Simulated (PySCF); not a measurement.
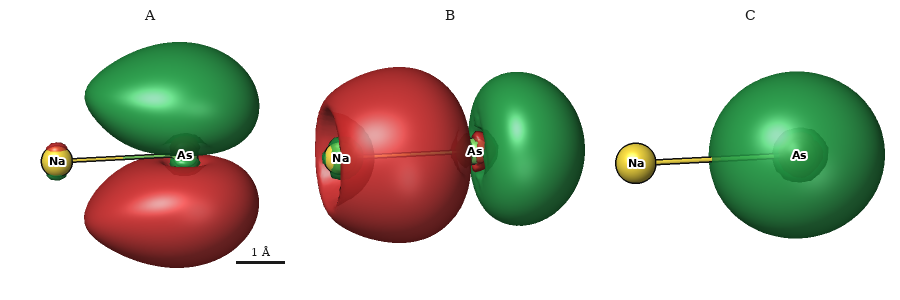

*NaAs (triplet). Three frontier β-spin orbitals, each drawn at the value that holds 80 % of its norm (green and red are the two phases), in no order; of a degenerate pair one member is drawn.*

These are results of PySCF, PBE0/pcseg-1, non-relativistic, at a bond length of 2.758 Å, not measurements.

Label each orbital by symmetry, say whether it is occupied, and order them by energy.

Orbital C: σ, occupied in this spin, −12.23 eV; almost wholly on As.
Orbital B: σ, occupied in this spin, −4.30 eV; mainly on As (75 %).
Orbital A: π, empty in this spin, −1.46 eV; mainly on As (90 %).
